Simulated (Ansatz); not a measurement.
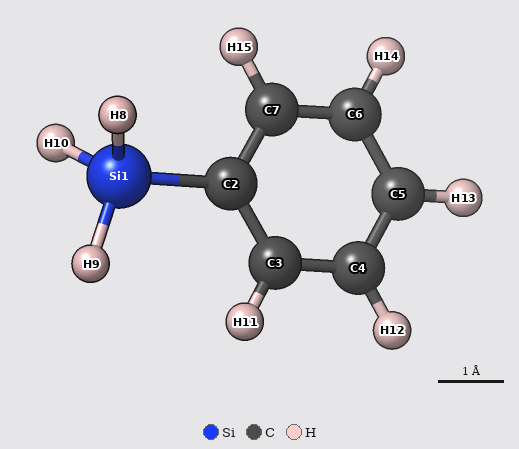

Figure 1. The structure as given in the input (ball-and-stick view, seen at a tilt; atoms are numbered from 1 in the order of the input).

## C6H8Si: geometry relaxation

System: C6H8Si, SMILES [SiH3]c1ccccc1.
Method: RKS PBE-D4/def2-SVP (Ansatz 0.2.0).

Figures and captions count atoms from 1; the log counts them from 0 in places.

What the program printed
```
The last accepted step is kept in [file] (removed where the run ends without a failure and the disk answers)
Engine: ansatz 0.2.0, x86_64-unknown-linux-gnu
Functional definition: PBE
  parameter kappa = 0.804
  parameter beta = 0.06672455060314922
  exchange = pbe_x(kappa = kappa, mu = beta*pi^2/3)
  correlation = pbe_c(beta = beta)
1608 factors; their error is unknown
mean field evaluation 1: about -14199.9051 eV, gradient 5.9e1 eV
mean field evaluation 2: about -14185.6738 eV, gradient 9.5e1 eV
mean field evaluation 4: about -14210.2606 eV, gradient 5.6e0 eV
mean field evaluation 8: about -14210.3398 eV, gradient 2.0e-1 eV
mean field evaluation 16: about -14210.2314 eV, gradient 1.9e-4 eV
mean field -14210.23141723 eV, -522.2163725423 hartree, gradient 2.1e-5 eV, S^2 0.000000; 0 other end points of the search recorded, 0 dependent functions left out
the calculation of the forces begins
reference -14210.23145582 eV, -522.2163739605 hartree; 29, 29 occupied and 113, 113 virtual orbitals, 1608 factors
relax step   1: F+E_penalty+E_count = -14210.65188351 eV  Δ(F+E_penalty+E_count) = +0.000e0 eV  max|allowed force component| = 2.771e-2 eV/Å  Δτ_max = 0.0000 Å  (32 SCF iters, accepted)
these checks for a lower state are left out or cut short: starts, cluster_reference, orbital_swaps, neighbouring_geometries, increment
1608 factors; their error is unknown
mean field -14210.23149103 eV, -522.2163752546 hartree, gradient 1.7e-5 eV, S^2 0.000000; 0 other end points of the search recorded, 0 dependent functions left out
the calculation of the forces begins
reference -14210.23152963 eV, -522.2163766728 hartree; 29, 29 occupied and 113, 113 virtual orbitals, 1608 factors
relax step   2: F+E_penalty+E_count = -14210.65194363 eV  Δ(F+E_penalty+E_count) = -6.012e-5 eV  max|allowed force component| = 1.353e-2 eV/Å  Δτ_max = 0.0030 Å  (34 SCF iters, accepted)
these checks for a lower state are left out or cut short: starts, cluster_reference, orbital_swaps, neighbouring_geometries, increment
1608 factors; their error is unknown
mean field evaluation 32: about -14210.2315 eV, gradient 2.2e-4 eV
mean field -14210.23147461 eV, -522.2163746512 hartree, gradient 1.7e-5 eV, S^2 0.000000; 0 other end points of the search recorded, 0 dependent functions left out
the calculation of the forces begins
reference -14210.23151319 eV, -522.2163760688 hartree; 29, 29 occupied and 113, 113 virtual orbitals, 1608 factors
relax step   3: F+E_penalty+E_count = -14210.65198096 eV  Δ(F+E_penalty+E_count) = -3.733e-5 eV  max|allowed force component| = 7.374e-3 eV/Å  Δτ_max = 0.0073 Å  (32 SCF iters, accepted)
these checks for a lower state are left out or cut short: starts, cluster_reference, orbital_swaps, neighbouring_geometries, increment
1608 factors; their error is unknown
mean field -14210.23153682 eV, -522.2163769372 hartree, gradient 6.5e-5 eV, S^2 0.000000; 0 other end points of the search recorded, 0 dependent functions left out
the calculation of the forces begins
reference -14210.23157540 eV, -522.2163783551 hartree; 29, 29 occupied and 113, 113 virtual orbitals, 1608 factors
relax step   4: F+E_penalty+E_count = -14210.65199313 eV  Δ(F+E_penalty+E_count) = -1.216e-5 eV  max|allowed force component| = 2.548e-3 eV/Å  Δτ_max = 0.0017 Å  (21 SCF iters, accepted)
```

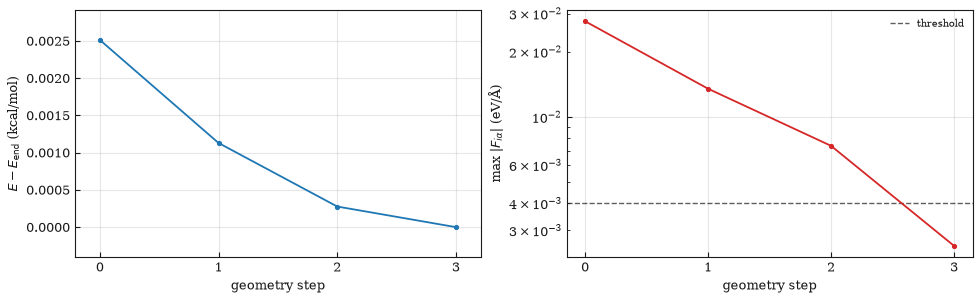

Figure 2. Progress of the relaxation, step by step (the first geometry is step 0 here and step 1 in the log). The largest move after the best rigid fit is that of H9, 0.011 Å. By element the largest moves are H 0.011 Å, C 0.005 Å, Si 0.001 Å. Over 3 geometry steps the energy falls by next to nothing (0.0 kcal/mol). The largest force component goes from 0.028 to 0.0025 eV/Å. (Atoms are counted from 1 in the order of the input.)

```
1608 factors; their error is unknown
mean field -14210.23153682 eV, -522.2163769372 hartree, gradient 6.5e-5 eV, S^2 0.000000; 1 other end points of the search recorded, 0 dependent functions left out
the calculation of the forces begins
reference -14210.23157540 eV, -522.2163783551 hartree; 29, 29 occupied and 113, 113 virtual orbitals, 1608 factors
Total energy: -14210.65203171 eV, -522.2318298394 hartree
Atom 0 at     2.353404    -0.019845     0.217601 Å, force     0.000194    -0.001560    -0.000270 eV/Å
Atom 1 at     0.474052    -0.004933     0.045787 Å, force    -0.000846     0.001290    -0.000302 eV/Å
Atom 2 at    -0.248982    -1.204402    -0.138106 Å, force     0.002548     0.001227     0.000488 eV/Å
Atom 3 at    -1.647136    -1.192426    -0.266469 Å, force     0.000110    -0.000341    -0.000069 eV/Å
Atom 4 at    -2.346605     0.022554    -0.212892 Å, force    -0.001177     0.000656     0.000181 eV/Å
Atom 5 at    -1.644181     1.225179    -0.030540 Å, force    -0.000953     0.000429    -0.000235 eV/Å
Atom 6 at    -0.247793     1.209685     0.097312 Å, force     0.001108    -0.001392     0.000207 eV/Å
Atom 7 at     3.003083     0.790479    -0.873886 Å, force    -0.000517    -0.000204     0.000763 eV/Å
Atom 8 at     2.848598    -1.438246     0.134000 Å, force     0.000219     0.000681     0.000031 eV/Å
Atom 9 at     2.780622     0.571355     1.535890 Å, force    -0.000421     0.000067    -0.000740 eV/Å
Atom 10 at     0.287609    -2.165854    -0.182023 Å, force    -0.000385    -0.000597     0.000077 eV/Å
Atom 11 at    -2.193017    -2.137867    -0.409056 Å, force     0.000219    -0.000177    -0.000211 eV/Å
Atom 12 at    -3.442873     0.033759    -0.313360 Å, force    -0.000106     0.000172     0.000125 eV/Å
Atom 13 at    -2.188915     2.181028     0.012279 Å, force    -0.000160     0.000001    -0.000165 eV/Å
Atom 14 at     0.286645     2.163515     0.239904 Å, force     0.000167    -0.000250     0.000120 eV/Å
Dipole moment:    -0.193889     0.007417    -0.017196 e Å
```

Trajectory as extended XYZ (Å, eV, eV/Å), 4 frames, from step=1 to step=4
```
15
Properties=species:S:1:pos:R:3:forces:R:3 step=1 energy=-14210.65188
Si    2.3540   -0.0188    0.2175   -0.0277  -0.0022  -0.0030
C     0.4737   -0.0093    0.0443    0.0261   0.0108   0.0068
C    -0.2509   -1.2075   -0.1393    0.0066  -0.0015  -0.0022
C    -1.6489   -1.1926   -0.2670   -0.0099   0.0022   0.0051
C    -2.3464    0.0236   -0.2127    0.0011  -0.0057  -0.0021
C    -1.6420    1.2250   -0.0309   -0.0025  -0.0005   0.0074
C    -0.2459    1.2065    0.0969    0.0059  -0.0026  -0.0087
H     2.9989    0.7955   -0.8737    0.0042  -0.0009   0.0016
H     2.8580   -1.4339    0.1357   -0.0015  -0.0042  -0.0019
H     2.7734    0.5754    1.5366    0.0072   0.0022   0.0021
H     0.2839   -2.1698   -0.1833    0.0014  -0.0034  -0.0006
H    -2.1970   -2.1368   -0.4083   -0.0008  -0.0049  -0.0030
H    -3.4426    0.0364   -0.3118   -0.0048   0.0000  -0.0018
H    -2.1851    2.1816    0.0131   -0.0021   0.0044  -0.0017
H     0.2915    2.1586    0.2393   -0.0032   0.0063   0.0019
15
Properties=species:S:1:pos:R:3:forces:R:3 step=2 energy=-14210.65194
Si    2.3536   -0.0192    0.2178   -0.0102  -0.0010  -0.0024
C     0.4738   -0.0081    0.0448    0.0135   0.0095  -0.0014
C    -0.2504   -1.2067   -0.1389    0.0015  -0.0017   0.0032
C    -1.6487   -1.1927   -0.2661   -0.0032   0.0014  -0.0064
C    -2.3467    0.0232   -0.2122    0.0001  -0.0030   0.0020
C    -1.6428    1.2250   -0.0300    0.0003   0.0007  -0.0086
C    -0.2464    1.2075    0.0962    0.0006  -0.0030   0.0102
H     3.0005    0.7940   -0.8730    0.0013  -0.0005  -0.0008
H     2.8556   -1.4351    0.1350   -0.0027  -0.0019  -0.0001
H     2.7763    0.5747    1.5361    0.0020  -0.0008   0.0015
H     0.2848   -2.1688   -0.1833    0.0004  -0.0009   0.0005
H    -2.1960   -2.1371   -0.4093    0.0005  -0.0019   0.0016
H    -3.4429    0.0357   -0.3125   -0.0014  -0.0002   0.0010
H    -2.1862    2.1815    0.0124   -0.0007   0.0008   0.0019
H     0.2900    2.1602    0.2393   -0.0021   0.0024  -0.0022
15
Properties=species:S:1:pos:R:3:forces:R:3 step=3 energy=-14210.65198
Si    2.3529   -0.0203    0.2174   -0.0007   0.0014   0.0004
C     0.4740   -0.0049    0.0457   -0.0014  -0.0021   0.0009
C    -0.2487   -1.2045   -0.1380   -0.0049   0.0019  -0.0006
C    -1.6469   -1.1924   -0.2665   -0.0008  -0.0006  -0.0002
C    -2.3464    0.0226   -0.2128   -0.0001  -0.0015  -0.0004
C    -1.6440    1.2253   -0.0305    0.0014   0.0014   0.0003
C    -0.2476    1.2097    0.0973    0.0025  -0.0029  -0.0003
H     3.0014    0.7906   -0.8736    0.0055   0.0034  -0.0060
H     2.8490   -1.4382    0.1340    0.0004  -0.0032  -0.0005
H     2.7791    0.5714    1.5352    0.0041   0.0024   0.0074
H     0.2880   -2.1658   -0.1817   -0.0008  -0.0020  -0.0008
H    -2.1927   -2.1378   -0.4093   -0.0009   0.0000   0.0005
H    -3.4426    0.0338   -0.3132   -0.0005  -0.0001  -0.0004
H    -2.1884    2.1813    0.0122   -0.0020  -0.0004   0.0002
H     0.2874    2.1632    0.2401   -0.0018   0.0021  -0.0004
15
Properties=species:S:1:pos:R:3:forces:R:3 step=4 energy=-14210.65199
Si    2.3534   -0.0198    0.2176    0.0002  -0.0016  -0.0003
C     0.4741   -0.0049    0.0458   -0.0008   0.0013  -0.0003
C    -0.2490   -1.2044   -0.1381    0.0025   0.0012   0.0005
C    -1.6471   -1.1924   -0.2665    0.0001  -0.0003  -0.0001
C    -2.3466    0.0226   -0.2129   -0.0012   0.0007   0.0002
C    -1.6442    1.2252   -0.0305   -0.0010   0.0004  -0.0002
C    -0.2478    1.2097    0.0973    0.0011  -0.0014   0.0002
H     3.0031    0.7905   -0.8739   -0.0005  -0.0002   0.0008
H     2.8486   -1.4382    0.1340    0.0002   0.0007   0.0000
H     2.7806    0.5714    1.5359   -0.0004   0.0001  -0.0007
H     0.2876   -2.1659   -0.1820   -0.0004  -0.0006   0.0001
H    -2.1930   -2.1379   -0.4091    0.0002  -0.0002  -0.0002
H    -3.4429    0.0338   -0.3134   -0.0001   0.0002   0.0001
H    -2.1889    2.1810    0.0123   -0.0002   0.0000  -0.0002
H     0.2866    2.1635    0.2399    0.0002  -0.0003   0.0001
```

The run was set up as follows.

The input
```yaml
crystal:
  periodic: [false, false, false]
  atoms:
    - { symbol: Si, position_ang: [2.35401508, -0.01877393, 0.21750131] }
    - { symbol: C, position_ang: [0.47367889, -0.00930732, 0.04425259] }
    - { symbol: C, position_ang: [-0.25092161, -1.20745878, -0.13926035] }
    - { symbol: C, position_ang: [-1.6489435, -1.19262837, -0.26700957] }
    - { symbol: C, position_ang: [-2.34638776, 0.02358179, -0.21271289] }
    - { symbol: C, position_ang: [-1.6420289, 1.22499024, -0.0309268] }
    - { symbol: C, position_ang: [-0.24586605, 1.20652859, 0.09694791] }
    - { symbol: H, position_ang: [2.99889579, 0.79550572, -0.87373434] }
    - { symbol: H, position_ang: [2.85800858, -1.43388034, 0.13571083] }
    - { symbol: H, position_ang: [2.77344915, 0.57539986, 1.53655851] }
    - { symbol: H, position_ang: [0.2838896, -2.16978729, -0.18325815] }
    - { symbol: H, position_ang: [-2.19704943, -2.13682269, -0.40825412] }
    - { symbol: H, position_ang: [-3.44261985, 0.03643651, -0.3117847] }
    - { symbol: H, position_ang: [-2.18510492, 2.18156462, 0.01309111] }
    - { symbol: H, position_ang: [0.29149494, 2.15863139, 0.23931866] }
basis:
  gaussian: { orbitals: def2-SVP }
hamiltonian:
  xc: pbe
  dispersion: d4
relax:
  f_tol: 0.004
  max_steps: 150
```

Launch command:
```bash
ansatz run input.yaml --threads 4 --pin off --max-ram 10240MiB --backend cpu --events-out ev --progress --plain --runs-dir out
```

Results in brief

```json
{"quantity": "outcome", "value": "converged"}
{"quantity": "total energy", "value": "−14210.6520 eV"}
{"quantity": "mean-field energy", "value": "−14210.2316 eV"}
{"quantity": "SCF solution under orbital rotations", "value": "stable"}
{"quantity": "largest force (length of the vector) at the end", "value": "0.003 eV/Å"}
{"quantity": "hardware", "value": "4 threads of Intel Xeon @ 2.10GHz (Emerald Rapids), 189 GiB of memory available, shared host"}
{"quantity": "wall time", "value": "20 s (CPU time 49 s)"}
{"quantity": "peak memory", "value": "0.21 GiB"}
```
